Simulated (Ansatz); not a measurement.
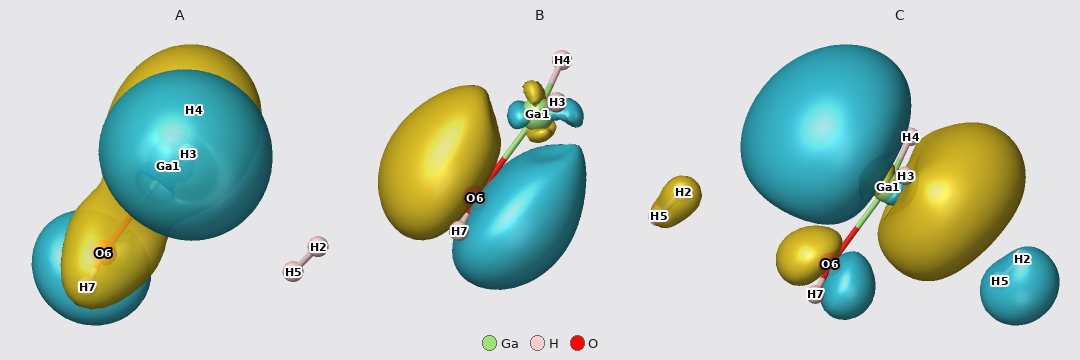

The picture shows: GaH3O···H2. Three frontier orbitals at ±0.08 Å⁻³ᐟ² (yellow and cyan are the two phases), in no order.

The product side of a reaction path; geometry: PBE0-D4/def2-TZVP.

Level of theory: RKS PBE0-D4/def2-TZVPP in Ansatz 0.2.0.

```yaml
atoms:
  - { symbol: Ga, position_ang: [-0.6256, 0.5687, -0.0751] }
  - { symbol: H, position_ang: [0.8675, -1.3596, -1.3176] }
  - { symbol: H, position_ang: [0.1991, 1.5465, -0.9775] }
  - { symbol: H, position_ang: [-1.9500, -0.1739, -0.4148] }
  - { symbol: H, position_ang: [0.7965, -1.6352, -0.6242] }
  - { symbol: O, position_ang: [-0.0465, 0.2899, 1.5967] }
  - { symbol: H, position_ang: [0.7590, 0.7635, 1.8125] }
```

Which picture is the HOMO−1, the HOMO and the LUMO?

B is the HOMO−1 (−8.79 eV). Its weight (Hirshfeld) is mainly on O6 (about 80 %) and Ga1 (about 10 %); largely a lone pair of O6. A is the HOMO (−8.47 eV). Its weight (Hirshfeld) is mainly on H3 (about 30 %), Ga1 (about 30 %), O6 (about 25 %) and H4 (about 15 %). C is the LUMO (−0.81 eV). By Hirshfeld shares it lies mainly on Ga1 (about 70 %), O6 (about 5 %) and H3 (about 5 %).

What is the HOMO–LUMO gap?

7.66 eV between the orbital energies.
